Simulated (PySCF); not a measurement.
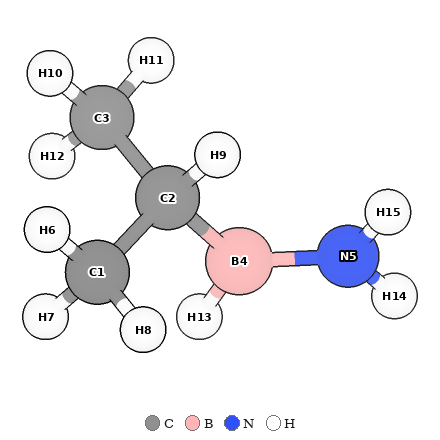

C₃H₁₀BN, SMILES CC(C)BN. Vertical core-electron binding energies by ΔSCF (SCAN, pcX-2 on the ionised atom, pcseg-1 elsewhere, none; PySCF 2.14.0, at a PBE0-D3(BJ)/def2-SVP geometry (no frequency check)), gas phase, against the vacuum level. One atom of each kind was ionised; within a panel, areas follow the number of like atoms, each panel is scaled alone, Gaussians of 1.0 eV full width. Only the regions named are shown. Lines closer than the width merge in the curve.

### Predict the C 1s and B 1s photoelectron lines.

```tsv
level	atoms	binding energy (eV)
C 1s	C1, C3	290.1
C 1s	C2	289.6
B 1s	B4	195.2
```

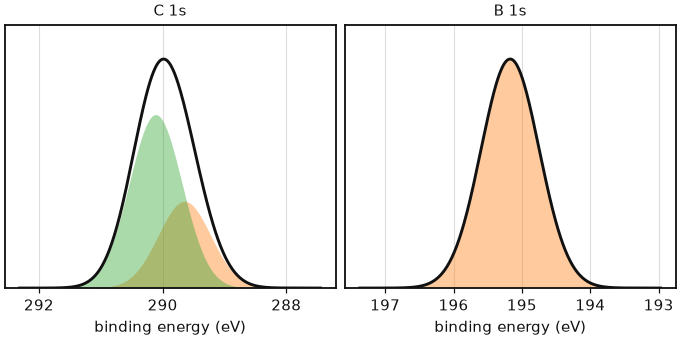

Note: one conformer of a flexible molecule.
